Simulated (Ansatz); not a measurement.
# TaAgO3 (R3c): spin-orbit coupling beyond the local functionals

Aim: the spin-orbit change of the gap of TaAgO3 (R3c).

Main program and level: Ansatz 0.2.0; density functionals with and without spin-orbit coupling, plane waves, PAW.

**What was measured.**

- Gap 3.36 eV: indirect optical gap from Kubelka-Munk plot; UV-Vis diffuse reflectance; powder (pristine, solid-state reaction at 900 C) (“Fabrication of ILs-Assisted AgTaO3 Nanoparticles for the Water Splitting Reaction: The Effect of ILs on Morphology and Photoactivity”, 2020, pmc:7559565).

Report form: the programs' logs are mostly left out.

### Step 1. Starting point

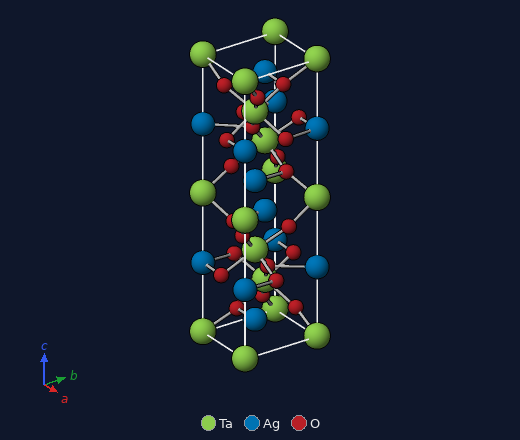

Start, viewed slightly off an axis; tantalum green, silver blue, oxygen red. This picture shows the conventional cell, with its axes. Bonds to atoms that aren't drawn are left out. Some periodic images of atoms are drawn too.

As a file:

```cif
data_structure
_symmetry_space_group_name_H-M 'R3c:H'
_symmetry_Int_Tables_number 161
_cell_length_a 5.5281
_cell_length_b 5.5281
_cell_length_c 13.7159
_cell_angle_alpha 90.000
_cell_angle_beta 90.000
_cell_angle_gamma 120.000
_cell_volume 363.00
loop_
_atom_site_label
_atom_site_type_symbol
_atom_site_symmetry_multiplicity
_atom_site_Wyckoff_symbol
_atom_site_fract_x
_atom_site_fract_y
_atom_site_fract_z
_atom_site_occupancy
Ta1 Ta 6 a 0.00000 0.00000 0.00264 1
Ag1 Ag 6 a 0.66667 0.33333 0.08433 1
O1 O 18 b 0.23299 0.33382 0.08139 1
```

Geometry: measured cell, ions relaxed with LDA. The runs that relaxed it are not among those shown. Spin-orbit coupling is left out unless a step names it.

### Step 2. HSE06, 4×4×4 mesh

This step: DFT, HSE06, plane waves, PAW; PAW set soft_1.

Input file input.yaml:

```yaml
crystal:
  lattice:
    - [2.76405, 1.5958250116, 4.5719666667]
    - [-2.76405, 1.5958250116, 4.5719666667]
    - [0.0, -3.1916500231, 4.5719666667]
  atoms:
    - { symbol: Ta, position: [-0.0026385787, -0.0026385787, -0.0026385787] }
    - { symbol: Ta, position: [0.4973614213, 0.4973614213, 0.4973614213] }
    - { symbol: Ag, position: [0.249001027, 0.249001027, 0.249001027] }
    - { symbol: Ag, position: [0.749001027, 0.749001027, 0.749001027] }
    - { symbol: O, position: [0.8177770211, 0.6856263691, 0.2524341615] }
    - { symbol: O, position: [0.2524341615, 0.8177770211, 0.6856263691] }
    - { symbol: O, position: [0.6856263691, 0.2524341615, 0.8177770211] }
    - { symbol: O, position: [0.7524341615, 0.1856263691, 0.3177770211] }
    - { symbol: O, position: [0.1856263691, 0.3177770211, 0.7524341615] }
    - { symbol: O, position: [0.3177770211, 0.7524341615, 0.1856263691] }
kpoints:
  mp_grid: { grid: [4, 4, 4] }
  band_path:
    path:
      - [0.0, 0.0, 0.0]
      - [-0.5, -0.5, -0.5]
      - [-0.24788857, -0.75211143, -0.5]
      - [0.24788857, -0.5, -0.24788857]
      - [0.0, -0.5, 0.0]
      - [0.37394429, -0.37394429, 0.0]
      - [0.0, -0.62605571, -0.37394429]
      - [0.0, -0.5, -0.5]
      - [0.1666666667, 0.1666666667, -0.3333333333]
    npoints: 1
hamiltonian:
  xc: hse06
  pseudopotentials: { kind: paw, azcp: { folder: soft_1 } }
scf:
  occupations: { method: fixed }
  n_extra_bands: 7
output:
  eigenvalues: true
```

On the command line:

```
> ansatz run input.yaml --threads 3 --pin off --max-ram 92160MiB --backend cuda --events-out ev --progress --plain --runs-dir out --devices 1 --max-vram 13GiB
```

Wall time 37 s (1 × NVIDIA H100 80GB HBM3 (shared by 6 runs) with 3 threads of AMD EPYC 7R13 (Zen 3), shared host); peak memory 1.5 GiB.

Numbers from this step:

```yaml
gap: 3.422 eV
valence_top_at: k = (0.167, 0.167, -0.333)
conduction_bottom_at: F
least_direct_gap: 3.532 eV
exact_exchange_fraction: 0.25
```

The gap is indirect, with the least direct gap 0.11 eV higher.

### Step 3. HSE06+SOC, 4×4×4 mesh

Spin-orbit coupling can split or shift the edges; a non-collinear run measures by how much.

This step: DFT, HSE06 with spin-orbit coupling, plane waves, PAW; PAW set soft_1.

Changes to input.yaml since step 2:

```diff
@@ -32,6 +32,9 @@
   xc: hse06
-  pseudopotentials: { kind: paw, azcp: { folder: soft_1 } }
+  pseudopotentials: { kind: paw_fr, azcp: { folder: soft_1 } }
 scf:
   occupations: { method: fixed }
-  n_extra_bands: 7
+  n_extra_bands: 14
+magnetization:
+  noncollinear: true
+  spin_orbit: true
 output:
```

Elapsed: 2.2 min, on 1 × NVIDIA H100 80GB HBM3 (shared by 6 runs) with 3 threads; peak memory 2.9 GiB; 5.1 min of CPU time.

Numbers from this step:

```
gap                     : 3.367 eV
valence top at          : k = (0.167, 0.167, -0.333)
conduction bottom at    : F
least direct gap        : 3.408 eV
exact-exchange fraction : 0.25
```

The gap stands −0.06 eV against HSE06.

### Step 4. Together

Times are wall times on 1 × NVIDIA H100 80GB HBM3 (shared by 6 runs) with 3 threads of AMD EPYC 7R13 (Zen 3), shared host, good to a factor of about two.

```tsv
level	gap (eV)	with coupling (eV)	change (eV)	time	with coupling
HSE06	3.42	3.37	−0.06	37 s	2.2 min
```

### Step 5. Results

```
HSE06     : 3.42 eV
HSE06+SOC : 3.37 eV
```

**Reading.** Spin-orbit coupling changes the gap by −0.06 eV and the least direct gap by −0.12 eV. Against experiment, by HSE06+SOC: the gap of 3.37 eV lies +0.01 eV from the measured 3.36 eV (indirect, 2020). The lattice is static and excitons are left out.

[Paths, hosts, dates, memory and timing lines, banners, echoed tables and standing remarks are left out of the program output.]

[Logs are printed without paths, hosts, clocks, repeated set-up lines and the standing remarks that a program may print on its own settings, such as how far it seeks lower states.]

[Runs of the session that timed out or met a known fault of the program may be left out.]

[Cells called generated may have been cut or substituted from an entry of the Crystallography Open Database or the Materials Project.]

[Hosts, paths, dates, database ids (printed as entryN), source tags and the programs' standing remarks are cut or masked in the printed files.]
